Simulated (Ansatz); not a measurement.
# CAM-B3LYP/cc-pVDZ run of CH6GeO (SMILES C[O][GeH3])

What is the vertical ionisation energy of CH6GeO at CAM-B3LYP/cc-pVDZ? 

The calculation is run with Ansatz 0.2.0.

64 further runs of the same task are left out: 64 set aside as unsound or not needed.

## 1. The structure to begin with

CH6GeO has 9 atoms, charge 0, and is taken as a singlet. SMILES: `C[O][GeH3]`. The shape is that of a PBE0-D4/def2-TZVP optimisation.

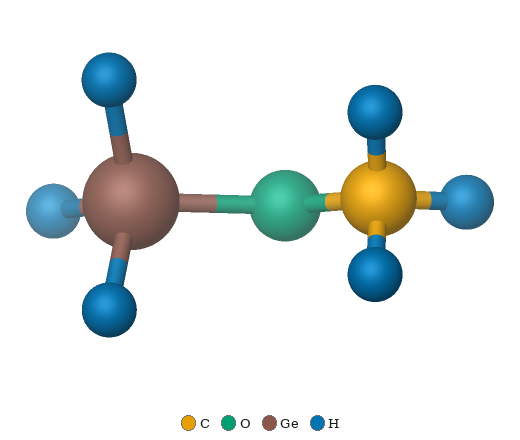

The structure, seen from a chosen angle (carbon amber, oxygen teal, germanium brown, hydrogen blue).

## 2. The energy at CAM-B3LYP/cc-pVDZ

The input, input.yaml:

```yaml
crystal:
  periodic: [false, false, false]
  atoms:
    - {symbol: C, position_ang: [-0.461600, 0.939500, -0.879600]}
    - {symbol: O, position_ang: [-0.657300, -0.383600, -0.447300]}
    - {symbol: Ge, position_ang: [0.409500, -1.004400, 0.834300]}
    - {symbol: H, position_ang: [-1.194400, 1.152600, -1.661500]}
    - {symbol: H, position_ang: [0.540900, 1.094500, -1.301500]}
    - {symbol: H, position_ang: [-0.607700, 1.666800, -0.069200]}
    - {symbol: H, position_ang: [1.870200, -0.939000, 0.345100]}
    - {symbol: H, position_ang: [-0.054100, -2.444000, 1.070300]}
    - {symbol: H, position_ang: [0.242900, -0.128600, 2.092200]}
basis:
  gaussian:
    orbitals: cc-pVDZ
accuracy: high
output: {orbitals: {seedname: orbitals}}
hamiltonian:
  xc: {name: CAM-B3LYP}
```

Run with:

```bash
$ ansatz run input.yaml --threads 1 --pin off --max-ram 3480MiB --events-out events.jsonl --progress --plain --runs-dir runs
```

Log:

```text
Warning: RAYON_NUM_THREADS=1 ignored (pool sized by the plan → 1); use --threads N
Functional definition: CAM-B3LYP
  name "CAM-B3LYP"
  parameter alpha = 0.19
  parameter beta = 0.46
  parameter omega = 0.33/bohr
  parameter ac = 0.81
  exchange = (1 - alpha - beta)*b88_x + beta*b88_x_sr(omega) + alpha*exact_x + beta*exact_x_lr(omega)
  correlation = (1 - ac)*vwn5_c + ac*lyp_c
2014 factors; integrals over basis functions are off by at most 4.4e-9 eV
393 factors; integrals over basis functions are off by at most 1.7e-9 eV
mean field evaluation 1: about -59697.5032 eV, gradient 4.1e1 eV
mean field evaluation 2: about -59694.7259 eV, gradient 5.8e1 eV
mean field evaluation 4: about -59700.7808 eV, gradient 1.8e0 eV
mean field evaluation 8: about -59700.9116 eV, gradient 6.5e-2 eV
mean field evaluation 16: about -59700.9116 eV, gradient 5.3e-6 eV
mean field -59700.91162988 eV, -2193.9680356667 hartree, gradient 2.9e-8 eV, S^2 0.000000; 0 other end points of the search recorded, 0 dependent functions left out
reference -59700.91165000 eV, -2193.9680364063 hartree; 26, 26 occupied and 59, 59 virtual orbitals, 2014 factors
Total energy: -59700.91165000 eV, -2193.9680364063 hartree
```

Wall time 7.5 s (1 thread of Arm Neoverse V2, shared host); peak memory 0.34 GiB.

## 3. The doublet cation

The input, run.yaml:

```yaml
crystal:
  periodic: [false, false, false]
  atoms:
    - {symbol: C, position_ang: [-0.461600, 0.939500, -0.879600]}
    - {symbol: O, position_ang: [-0.657300, -0.383600, -0.447300]}
    - {symbol: Ge, position_ang: [0.409500, -1.004400, 0.834300]}
    - {symbol: H, position_ang: [-1.194400, 1.152600, -1.661500]}
    - {symbol: H, position_ang: [0.540900, 1.094500, -1.301500]}
    - {symbol: H, position_ang: [-0.607700, 1.666800, -0.069200]}
    - {symbol: H, position_ang: [1.870200, -0.939000, 0.345100]}
    - {symbol: H, position_ang: [-0.054100, -2.444000, 1.070300]}
    - {symbol: H, position_ang: [0.242900, -0.128600, 2.092200]}
basis:
  gaussian:
    orbitals: cc-pVDZ
hamiltonian:
  xc: {name: CAM-B3LYP}
accuracy: high
total_charge: 1
magnetization:
  spin_polarized: true
  initial_magnetization: 1
output:
  orbitals: {seedname: orbitals}
```

Run with:

```bash
$ ansatz run run.yaml --threads 1 --pin off --max-ram 3480MiB --events-out events.jsonl --progress --plain --runs-dir runs
```

Log (excerpt; [...] marks lines left out):

```text
Warning: RAYON_NUM_THREADS=1 ignored (pool sized by the plan → 1); use --threads N
[... 2 set-up lines as earlier in the session ...]
[...]
2015 factors; integrals over basis functions are off by at most 4.4e-9 eV
393 factors; integrals over basis functions are off by at most 1.7e-9 eV
[...]
mean field -59690.92877132 eV, -2193.6011723811 hartree, gradient 6.9e-8 eV, S^2 0.756526; 2 other end points of the search recorded, 0 dependent functions left out
reference -59690.92879100 eV, -2193.6011731044 hartree; 26, 25 occupied and 59, 60 virtual orbitals, 2015 factors
Total energy: -59690.92879100 eV, -2193.6011731044 hartree
```

Wall time 17 s (1 thread of Arm Neoverse V2, shared host); peak memory 0.49 GiB.

## 4. Results

At CAM-B3LYP/cc-pVDZ:

| quantity | value |
| --- | --- |
| singlet CH6GeO: total energy | -2193.96804 Eh |
| singlet CH6GeO: HOMO energy | -8.95 eV |
| singlet CH6GeO: LUMO energy | 1.64 eV |
| singlet CH6GeO: HOMO–LUMO gap | 10.58 eV |
| doublet cation: total energy | -2193.60117 Eh |
| doublet cation: HOMO energy (highest over α and β) | -16.55 eV |
| doublet cation: LUMO energy (lowest over α and β) | -11.04 eV |
| doublet cation: ⟨S²⟩ | 0.757 |
| vertical ionisation energy (to the doublet cation) | 9.983 eV |

In words: Removing an electron at fixed nuclei costs 9.98 eV (963 kJ/mol). The negative HOMO energy of the first species, 8.95 eV, lies 1.04 eV below that difference.
